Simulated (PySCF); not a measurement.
## Electronic structure of C5H10O2Si in real space

```xyz
18

C    -1.4668    1.4896   -1.2146
C    -1.5034    0.6782   -0.1570
C    -1.0669   -0.7561   -0.1594
C     0.2980   -0.9451    0.4966
C     1.4263   -0.4294   -0.3545
O     1.3827   -0.2859   -1.5524
O     2.5374   -0.1656    0.3397
Si    3.8830    0.3990   -0.5732
H    -1.7779    2.5352   -1.1421
H    -1.1128    1.1347   -2.1873
H    -1.8439    1.0771    0.8078
H    -1.8047   -1.3700    0.3821
H    -1.0160   -1.1341   -1.1915
H     0.5081   -2.0162    0.6665
H     0.3589   -0.4670    1.4862
H     4.9205    0.6068    0.4717
H     3.5540    1.6848   -1.2414
H     4.3247   -0.6379   -1.5422
```

Geometry: PBE0-D3(BJ)/def2-SVP.

Level of theory: PBE0/pcSseg-1, SCF density, gas phase, non-relativistic (PySCF 2.14.0).

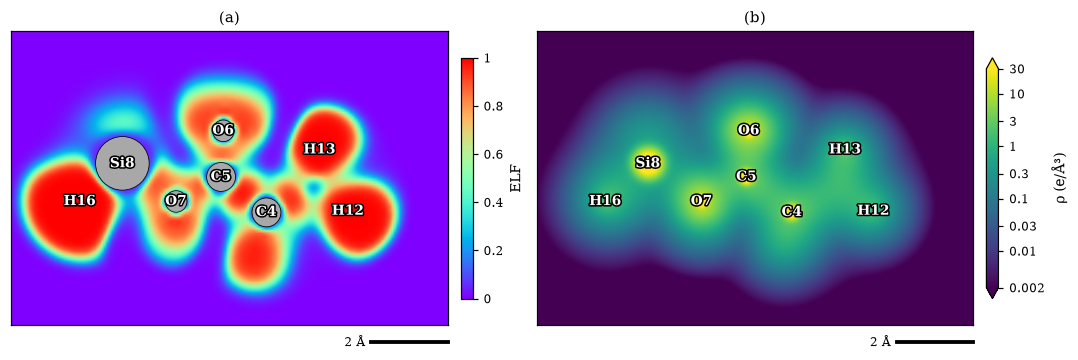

Figure 1. (a) electron localisation function; (b) electron density on the plane of atoms O6, C5 and O7. Grey discs cover the atomic cores in the ELF map.

### Describe what can be read from this map.

The section cuts through C, O, Si and H sites.
C–O (1.21 Å): ρ is about 3.3 e/Å³ halfway; the ELF peaks at about 0.85 between the atoms: a short, multiple covalent bond.
Si–O (1.72 Å): ρ is about 0.97 e/Å³ halfway; the ELF peaks at about 0.90 between the atoms; a shared but strongly polarised pair.
C–O (1.34 Å): ρ at the midpoint is about 2.5 e/Å³; the ELF peaks at about 0.90 between the atoms: a polar covalent bond.
C–C (1.50 Å): ρ is about 1.8 e/Å³ halfway; the ELF peaks at about 0.95 between the atoms: a shared electron pair.
Si–H (1.49 Å): the density is about 0.8 e/Å³ at the midpoint; the ELF climbs to about 1 towards the hydrogen, as it does in any bond to H.
The ELF also peaks beside O7 and O6, away from the bonds: lone-pair regions.

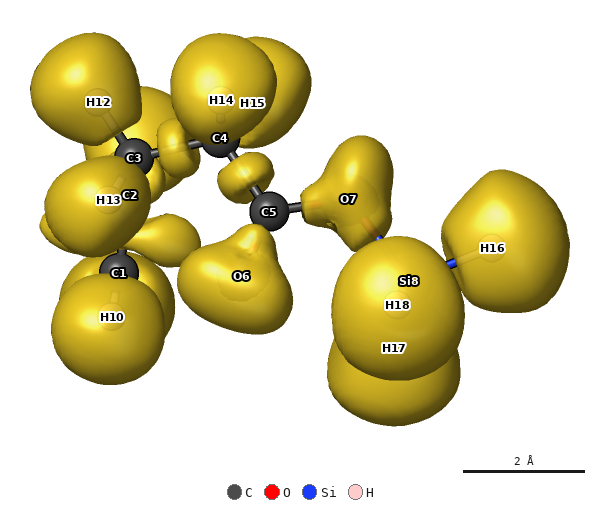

Figure 2. Isosurface of the ELF at 0.75 (yellow), seen at an oblique angle. Core shells and regions of very low density are left out.

### Identify the bonds, lone pairs and shells in this picture.

The ELF exceeds this value in four regions between bonded C–C atoms (shared pairs), ten regions around hydrogen nuclei and two regions on O in which the atom's valence shell and bonds are merged.


 C–C (1.33 Å): the ELF peaks at about 0.90 between the atoms; a short, multiple covalent bond.

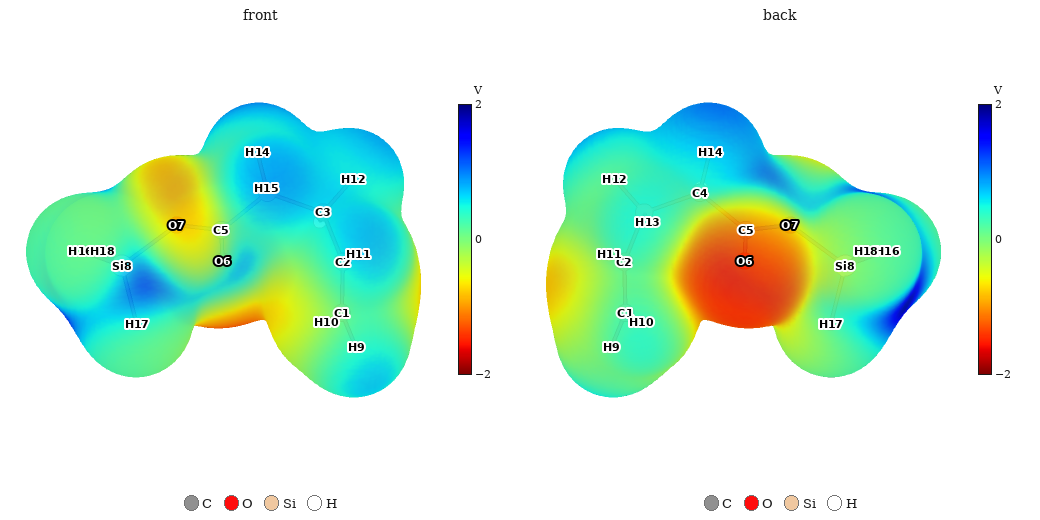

Figure 3. The molecular electrostatic potential painted on the density surface at 0.002 e/bohr³, seen from the front and from behind; red is negative and blue positive.

### Where is the surface potential most negative and most positive?

The most negative region (about −1.5 V) lies over O6, the most positive (about +1.6 V) over Si8. O6 is the likeliest acceptor of a hydrogen bond.
